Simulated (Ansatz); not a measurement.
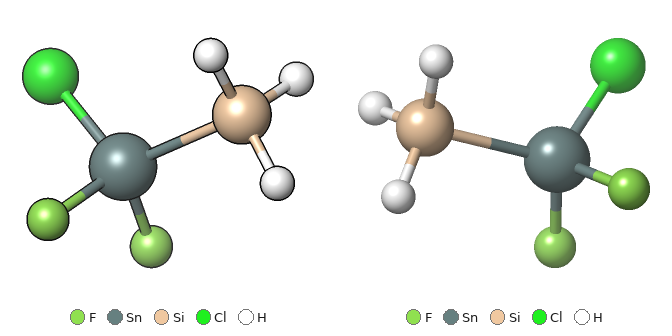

Both panels show the same species.

The geometry was computed by an optimisation with PBE0-D4/def2-TZVP.

Count the atoms of each element.

ClF2H3SiSn, 8 atoms: 1 chlorine, 2 fluorine, 3 hydrogen, 1 silicon and 1 tin.

What is the point group of this geometry?

Cs.

More results for the same structure follow; atom numbers are the same in all pictures, views and colours differ.

Electronic properties

Level of theory: RKS CAM-B3LYP-D4/def2-TZVPP, core potentials on Sn (Ansatz 0.2.0).

Computed properties:

- HOMO energy (Kohn–Sham orbital): −10.43 eV
- LUMO energy (Kohn–Sham orbital): −1.03 eV
- HOMO–LUMO gap: 9.40 eV
- dispersion correction: −18.2 kJ/mol

Charges

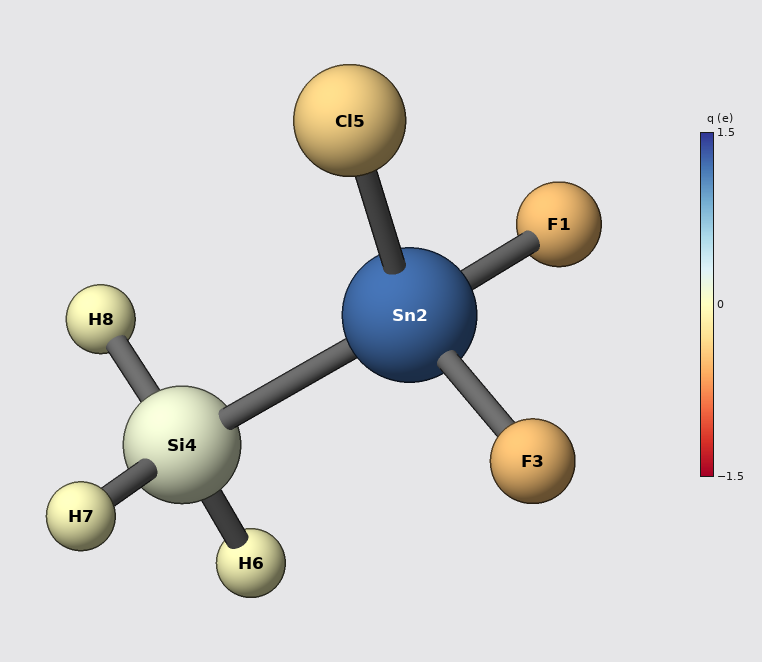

Atoms are coloured by their Mulliken charges. Method: RKS r2SCAN-D4/def2-TZVPP, core potentials on Sn (Ansatz 0.2.0).

Which atom carries the highest charge (most positive or least negative)?

Sn2 (1.21 e).

And the lowest?

F1, F3 (−0.46 e).

Give the Mulliken charges atom by atom.

```json
{"atom": "F1", "value (e)": "−0.46"}
{"atom": "Sn2", "value (e)": "1.21"}
{"atom": "F3", "value (e)": "−0.46"}
{"atom": "Si4", "value (e)": "0.12"}
{"atom": "Cl5", "value (e)": "−0.35"}
{"atom": "H6", "value (e)": "−0.02"}
{"atom": "H7", "value (e)": "−0.02"}
{"atom": "H8", "value (e)": "−0.02"}
```

Vibrations

Harmonic vibrations computed with RKS PBE0-D4/def2-TZVP, core potentials on Sn (Ansatz 0.2.0) at a stationary point of the same level.

How many vibrational modes are there, and where do they lie?

18 modes: 55, 69, 83, 134, 163, 180, 303, 390, 495, 497, 631, 633, 832, 928, 929, 2249, 2277, 2277 cm⁻¹.

Mulliken values depend strongly on the basis set and can even reverse the polarity of a bond.
